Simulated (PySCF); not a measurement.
Run report: CNa (charge −1), single-point calculation (part 2 of 2)

The same run, continued: CNa, charge −1, multiplicity 3; ROHF/def2-svpd, nevpt2 (PySCF 2.14.0). Some settings of this run were made unusual or wrong on purpose.

Geometry of the input (Å):
```
Na 0.0000  0.0000  0.0000
C  0.0000  0.0000  2.5040
```

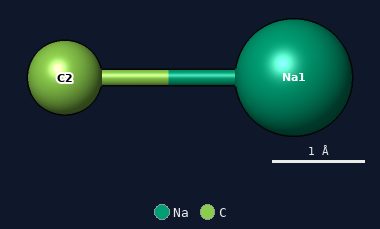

Fig. 1: The input geometry (ball-and-stick view, seen on its broad side; atoms are numbered from 1 in the order of the input). Sticks mark near contacts.

## Output, continued
```
<mo_coeff-mcscf|mo_coeff-hf>  8      8        0.55714162
<mo_coeff-mcscf|mo_coeff-hf>  9      9        0.99999997
<mo_coeff-mcscf|mo_coeff-hf>  10     10       0.99999997
<mo_coeff-mcscf|mo_coeff-hf>  11     11       0.96118228
<mo_coeff-mcscf|mo_coeff-hf>  12     12       0.94894380
<mo_coeff-mcscf|mo_coeff-hf>  13     13       0.97250365
<mo_coeff-mcscf|mo_coeff-hf>  14     14       0.99999999
<mo_coeff-mcscf|mo_coeff-hf>  15     15       0.99913671
<mo_coeff-mcscf|mo_coeff-hf>  16     16       0.99920828
<mo_coeff-mcscf|mo_coeff-hf>  17     17       0.99999998
<mo_coeff-mcscf|mo_coeff-hf>  18     18       0.99999999
<mo_coeff-mcscf|mo_coeff-hf>  19     19       1.00000000
<mo_coeff-mcscf|mo_coeff-hf>  20     21       0.95562546
<mo_coeff-mcscf|mo_coeff-hf>  21     20       0.98857934
<mo_coeff-mcscf|mo_coeff-hf>  22     22       0.99999999
<mo_coeff-mcscf|mo_coeff-hf>  23     23       0.99999999
<mo_coeff-mcscf|mo_coeff-hf>  24     24       1.00000000
<mo_coeff-mcscf|mo_coeff-hf>  25     25       1.00000000
<mo_coeff-mcscf|mo_coeff-hf>  26     26       1.00000000
<mo_coeff-mcscf|mo_coeff-hf>  27     27       1.00000000
<mo_coeff-mcscf|mo_coeff-hf>  28     29       0.99276890
<mo_coeff-mcscf|mo_coeff-hf>  29     28       0.99998891
<mo_coeff-mcscf|mo_coeff-hf>  30     30       0.99999994
<mo_coeff-mcscf|mo_coeff-hf>  31     31       0.99926176
<mo_coeff-mcscf|mo_coeff-hf>  32     32       1.00000000
<mo_coeff-mcscf|mo_coeff-hf>  33     33       1.00000000
<mo_coeff-mcscf|mo_coeff-hf>  34     34       1.00000000
<mo_coeff-mcscf|mo_coeff-hf>  35     35       1.00000000
<mo_coeff-mcscf|mo_coeff-hf>  36     36       0.99996004
<mo_coeff-mcscf|mo_coeff-hf>  37     37       0.99999210
<mo_coeff-mcscf|mo_coeff-hf>  38     38       1.00000000
** Largest CI components **
  [alpha occ-orbitals] [beta occ-orbitals]            CI coefficient
  [0 1 2 3]            [0 1]                          -0.999866543478
 ** Mulliken pop on meta-lowdin orthogonal AOs  **
 ** Mulliken pop  **
pop of  0 Na 1s           2.00000
pop of  0 Na 2s           1.99986
pop of  0 Na 3s           0.59576
pop of  0 Na 4s           0.64619
pop of  0 Na 2px          1.99993
pop of  0 Na 2py          1.99997
pop of  0 Na 2pz          1.99982
pop of  0 Na 3px          0.00044
pop of  0 Na 3py          0.75100
pop of  0 Na 3pz          0.73541
pop of  0 Na 4px          0.00002
pop of  0 Na 4py          0.00237
pop of  0 Na 4pz          0.86042
pop of  0 Na 3dxy         0.00000
pop of  0 Na 3dyz         0.23509
pop of  0 Na 3dz^2        0.11381
pop of  0 Na 3dxz         0.00020
pop of  0 Na 3dx2-y2      0.00044
pop of  1 C 1s            1.99999
pop of  1 C 2s            1.81081
pop of  1 C 3s            0.04212
pop of  1 C 4s            0.01865
pop of  1 C 2px           0.00000
pop of  1 C 2py           0.00011
pop of  1 C 2pz           0.15347
pop of  1 C 3px           0.00000
pop of  1 C 3py           0.00042
pop of  1 C 3pz           0.01752
pop of  1 C 3dxy          0.00000
pop of  1 C 3dyz          0.00240
pop of  1 C 3dz^2         0.00311
pop of  1 C 3dxz          0.00000
pop of  1 C 3dx2-y2       0.00000
pop of  1 C 4dxy          0.00000
pop of  1 C 4dyz          0.00846
pop of  1 C 4dz^2         0.00218
pop of  1 C 4dxz          0.00000
pop of  1 C 4dx2-y2       0.00000
 ** Mulliken atomic charges  **
charge of    0Na =     -2.94074
charge of    1C =      1.94074
Mulliken spin population analysis on meta-Lowdin AOs:
 ** Mulliken pop on meta-lowdin orthogonal AOs  **
 ** Mulliken pop  **
pop of  0 Na 1s           0.00000
pop of  0 Na 2s           0.00005
pop of  0 Na 3s           0.37149
pop of  0 Na 4s           0.08895
pop of  0 Na 2px          0.00000
pop of  0 Na 2py          0.00000
pop of  0 Na 2pz          0.00006
pop of  0 Na 3px          0.00023
pop of  0 Na 3py          0.75089
pop of  0 Na 3pz          0.14549
pop of  0 Na 4px          0.00000
pop of  0 Na 4py          0.00234
pop of  0 Na 4pz          0.22578
pop of  0 Na 3dxy         0.00000
pop of  0 Na 3dyz         0.23505
pop of  0 Na 3dz^2        0.10092
pop of  0 Na 3dxz         0.00007
pop of  0 Na 3dx2-y2      0.00044
pop of  1 C 1s            0.00000
pop of  1 C 2s            0.00871
pop of  1 C 3s            0.02702
pop of  1 C 4s            0.01626
pop of  1 C 2px           0.00000
pop of  1 C 2py           0.00011
pop of  1 C 2pz           0.00100
pop of  1 C 3px           0.00000
pop of  1 C 3py           0.00042
pop of  1 C 3pz           0.01101
pop of  1 C 3dxy          0.00000
pop of  1 C 3dyz          0.00240
pop of  1 C 3dz^2         0.00155
pop of  1 C 3dxz          0.00000
pop of  1 C 3dx2-y2       0.00000
pop of  1 C 4dxy          0.00000
pop of  1 C 4dyz          0.00846
pop of  1 C 4dz^2         0.00128
pop of  1 C 4dxz          0.00000
pop of  1 C 4dx2-y2       0.00000
 ** Mulliken atomic charges  **
charge of    0Na =      9.07822
charge of    1C =      5.92178
spop of 0 Na 1s         0.00000
spop of 0 Na 2s         0.00005
spop of 0 Na 3s         0.37149
spop of 0 Na 4s         0.08895
spop of 0 Na 2px        0.00000
spop of 0 Na 2py        0.00000
spop of 0 Na 2pz        0.00006
spop of 0 Na 3px        0.00023
spop of 0 Na 3py        0.75089
spop of 0 Na 3pz        0.14549
spop of 0 Na 4px        0.00000
spop of 0 Na 4py        0.00234
spop of 0 Na 4pz        0.22578
spop of 0 Na 3dxy       0.00000
spop of 0 Na 3dyz       0.23505
spop of 0 Na 3dz^2      0.10092
spop of 0 Na 3dxz       0.00007
spop of 0 Na 3dx2-y2    0.00044
spop of 1 C 1s          0.00000
spop of 1 C 2s          0.00871
spop of 1 C 3s          0.02702
spop of 1 C 4s          0.01626
spop of 1 C 2px         0.00000
spop of 1 C 2py         0.00011
spop of 1 C 2pz         0.00100
spop of 1 C 3px         0.00000
spop of 1 C 3py         0.00042
spop of 1 C 3pz         0.01101
spop of 1 C 3dxy        0.00000
spop of 1 C 3dyz        0.00240
spop of 1 C 3dz^2       0.00155
spop of 1 C 3dxz        0.00000
spop of 1 C 3dx2-y2     0.00000
spop of 1 C 4dxy        0.00000
spop of 1 C 4dyz        0.00846
spop of 1 C 4dz^2       0.00128
spop of 1 C 4dxz        0.00000
spop of 1 C 4dx2-y2     0.00000
Mulliken atomic spins:
spin of  0Na =      1.92178
spin of  1C =      0.07822

******** <class 'pyscf.mrpt.nevpt2.NEVPT'> ********
NEVPT2 (4e+2e, 6o), ncore = 6, nvir = 26
root = 0
Natural occ [1.99999457e+00 1.99966795e+00 9.99997652e-01 9.99911709e-01
 2.80725020e-04 1.47396098e-04]
Natural orbital (expansion on meta-Lowdin AOs) in CAS space
               #1        #2        #3        #4        #5
0 Na 1s          0.01211  -0.00190  -0.00000   0.00056   0.00000
0 Na 2s         -0.10924   0.01167  -0.00000   0.00700   0.00000
0 Na 3s          0.04202  -0.31408  -0.00000   0.60956   0.00000
0 Na 4s         -0.06122  -0.52430   0.00000  -0.29815   0.00000
0 Na 2px        -0.00000   0.00000   0.00003   0.00000  -0.00424
0 Na 2py         0.00000  -0.00000  -0.00176  -0.00000  -0.00007
0 Na 2pz        -0.82277   0.09613  -0.00000   0.00702  -0.00000
0 Na 3px        -0.00000   0.00000  -0.01528   0.00000   0.83816
0 Na 3py        -0.00000  -0.00000   0.86660   0.00000   0.01478
0 Na 3pz         0.03529   0.54039   0.00000  -0.38143   0.00000
0 Na 4px         0.00000   0.00000   0.00084   0.00000   0.19838
0 Na 4py         0.00000   0.00000  -0.04763  -0.00000   0.00350
0 Na 4pz         0.05487   0.56046  -0.00000   0.47511   0.00000
0 Na 3dxy        0.00001   0.00006   0.00000  -0.00074  -0.00000
0 Na 3dyz       -0.00000  -0.00000  -0.48480  -0.00000  -0.00887
0 Na 3dz^2      -0.00284  -0.08018  -0.00000   0.31772  -0.00000
0 Na 3dxz        0.00000  -0.00000   0.00855  -0.00000  -0.50332
0 Na 3dx2-y2     0.00024   0.00166  -0.00000  -0.02092  -0.00000
1 C 1s           0.00367  -0.00002  -0.00000   0.00045   0.00000
1 C 2s           0.52505   0.01478   0.00000  -0.09332  -0.00000
1 C 3s          -0.04949  -0.02004   0.00000  -0.16439  -0.00000
1 C 4s           0.00880  -0.02789   0.00000  -0.12752  -0.00000
1 C 2px         -0.00000   0.00000  -0.00018  -0.00000   0.00120
1 C 2py         -0.00000   0.00000   0.01043   0.00000   0.00002
1 C 2pz         -0.15009  -0.01529  -0.00000   0.03161   0.00000
1 C 3px          0.00000   0.00000  -0.00036   0.00000  -0.00287
1 C 3py          0.00000   0.00000   0.02046   0.00000  -0.00005
1 C 3pz         -0.01389  -0.05340  -0.00000   0.10493  -0.00000
1 C 3dxy         0.00001  -0.00000   0.00000  -0.00001   0.00000
1 C 3dyz        -0.00000  -0.00000  -0.04903  -0.00000  -0.00065
1 C 3dz^2        0.01212  -0.00511   0.00000  -0.03936   0.00000
1 C 3dxz         0.00000  -0.00000   0.00086  -0.00000  -0.03702
1 C 3dx2-y2      0.00023  -0.00001  -0.00000  -0.00024   0.00000
1 C 4dxy         0.00000   0.00000  -0.00000  -0.00003  -0.00000
1 C 4dyz         0.00000  -0.00000  -0.09200  -0.00000  -0.00098
1 C 4dz^2        0.01037  -0.00374   0.00000  -0.03579   0.00000
1 C 4dxz         0.00000  -0.00000   0.00162  -0.00000  -0.05567
1 C 4dx2-y2      0.00013   0.00005  -0.00000  -0.00086  -0.00000
               #6
0 Na 1s         -0.00000
0 Na 2s         -0.00000
0 Na 3s         -0.00000
0 Na 4s          0.00000
0 Na 2px        -0.00004
0 Na 2py         0.00240
0 Na 2pz        -0.00000
0 Na 3px        -0.00519
0 Na 3py         0.29424
0 Na 3pz        -0.00000
0 Na 4px        -0.01492
0 Na 4py         0.84634
0 Na 4pz         0.00000
0 Na 3dxy        0.00000
0 Na 3dyz        0.44107
0 Na 3dz^2       0.00000
0 Na 3dxz       -0.00778
0 Na 3dx2-y2    -0.00000
1 C 1s          -0.00000
1 C 2s           0.00000
1 C 3s           0.00000
1 C 4s          -0.00000
1 C 2px         -0.00003
1 C 2py          0.00192
1 C 2pz         -0.00000
1 C 3px          0.00083
1 C 3py         -0.04733
1 C 3pz         -0.00000
1 C 3dxy        -0.00000
1 C 3dyz         0.00451
1 C 3dz^2        0.00000
1 C 3dxz        -0.00008
1 C 3dx2-y2     -0.00000
1 C 4dxy         0.00000
1 C 4dyz        -0.00351
1 C 4dz^2        0.00000
1 C 4dxz         0.00006
1 C 4dx2-y2     -0.00000
<CAS-nat-orb|mo-hf>  7      4       -0.81747041
<CAS-nat-orb|mo-hf>  7      8        0.55683815
<CAS-nat-orb|mo-hf>  8      7        0.99511442
<CAS-nat-orb|mo-hf>  9      10       0.99999965
<CAS-nat-orb|mo-hf>  10     9        0.99999915
<CAS-nat-orb|mo-hf>  11     11       0.96118228
<CAS-nat-orb|mo-hf>  12     12       0.94894343
Sr    (-1)',   E = -0.00129927196771
Si    (+1)',   E = -0.00004445657652
Sijrs (0)  ,   E = -0.01538670672029
Sijr  (+1) ,   E = -0.00019882012889
Srsi  (-1) ,   E = -0.01098936536420
Srs   (-2) ,   E = -0.00210536236100
Sij   (+2) ,   E = -0.00003552507467
Sir   (0)' ,   E = -0.00031808965398
Nevpt2 Energy = -0.030377597847271

WARN: System has nonzero charge -1; the dipole moment is origin-dependent.
Location of origin: [0. 0. 0.]

Dipole moment(X, Y, Z, Debye):  0.00000,  0.00000, 61.06862
orbital energies (hartree): [-1.3716 -0.767  -0.534  -0.168   0.0351  0.0879  0.1744  0.1924]
```

## Outcome

- outcome: converged
- SCF energy: −202.476933 hartree
- wall time: 2 s

## Diagnosis

Some settings of this run were drawn to be unusual or wrong. It converged; results that depend on the unusual settings are not reference values.
